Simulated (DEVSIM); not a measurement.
Device: GaAs p-i-n diode, at 300 K.

```tsv
layer (left to right)	material	thickness (μm)	Nd (cm⁻³)	Na (cm⁻³)	τn (s)	τp (s)
1	GaAs	0.0560	-	3.7e17	9.7e-8	9.7e-8
2	GaAs	1.10	6.3e13	-	9.7e-8	9.7e-8
3	GaAs	0.630	1.2e17	-	9.7e-8	9.7e-8
```

Left contact: ohmic. Right contact: ohmic. Voltage is applied to the left contact. Recombination: SRH at mid-gap. Mobility is μmin + (μ − μmin)/(1 + (N/Nref)^α).

This is a model device: material constants are rounded textbook-type values typed into the input, and sizes, dopings and lifetimes were drawn at random. Values at 300 K.

| parameter | GaAs |
|---|---|
| gap (eV) | 1.424 |
| affinity (eV) | 4.07 |
| permittivity | 12.9 |
| Nc (cm⁻³) | 4.7e17 |
| Nv (cm⁻³) | 9e18 |
| μn (cm²/Vs) | 8500 |
| μp (cm²/Vs) | 400 |
| μn,min | 500 |
| μp,min | 20 |
| Nref,n | 6e16 |
| Nref,p | 1.5e17 |
| αn | 0.39 |
| αp | 0.38 |

Simulated with DEVSIM: 1D drift-diffusion, Boltzmann statistics, complete ionisation; no tunnelling, impact ionisation, image-force lowering or self-heating.

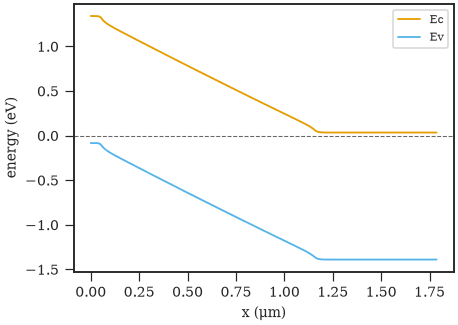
Figure: Band edges at zero bias

Energies count from the Fermi level of the right contact; mesh points crowd at the junctions.

| x (μm) | Ec (eV) | Ev (eV) | n (cm⁻³) | p (cm⁻³) | field (V/cm) |
|---|---|---|---|---|---|
| 0.000 | 1.341 | -0.083 | < 1e2 | 3.7e17 | -34 |
| 0.01548 | 1.341 | -0.083 | < 1e2 | 3.7e17 | -150 |
| 0.03245 | 1.340 | -0.084 | < 1e2 | 3.5e17 | -1700 |
| 0.04845 | 1.331 | -0.093 | < 1e2 | 2.4e17 | -14000 |
| 0.07260 | 1.275 | -0.149 | < 1e2 | 2.8e16 | -18000 |
| 0.1058 | 1.226 | -0.198 | < 1e2 | 4.3e15 | -13000 |
| 0.1654 | 1.156 | -0.268 | < 1e2 | 2.9e14 | -11000 |
| 0.3360 | 0.965 | -0.459 | < 1e2 | 1.8e11 | -11000 |
| 0.5786 | 0.698 | -0.726 | 880000 | 5800000 | -11000 |
| 0.8480 | 0.408 | -1.016 | 6.7e10 | < 1e2 | -11000 |
| 0.9956 | 0.251 | -1.173 | 2.8e13 | < 1e2 | -11000 |
| 1.099 | 0.141 | -1.283 | 2.0e15 | < 1e2 | -11000 |
| 1.136 | 0.097 | -1.327 | 1.1e16 | < 1e2 | -14000 |
| 1.156 | 0.065 | -1.359 | 3.9e16 | < 1e2 | -20000 |
| 1.185 | 0.038 | -1.385 | 1.1e17 | < 1e2 | -2500 |
| 1.227 | 0.035 | -1.389 | 1.2e17 | < 1e2 | -90 |
| 1.308 | 0.035 | -1.389 | 1.2e17 | < 1e2 | ≈ 0 |
| 1.443 | 0.035 | -1.389 | 1.2e17 | < 1e2 | ≈ 0 |
| 1.639 | 0.035 | -1.389 | 1.2e17 | < 1e2 | ≈ 0 |
| 1.714 | 0.035 | -1.389 | 1.2e17 | < 1e2 | ≈ 0 |
| 1.756 | 0.035 | -1.389 | 1.2e17 | < 1e2 | ≈ 0 |
| 1.786 | 0.035 | -1.389 | 1.2e17 | < 1e2 | ≈ 0 |
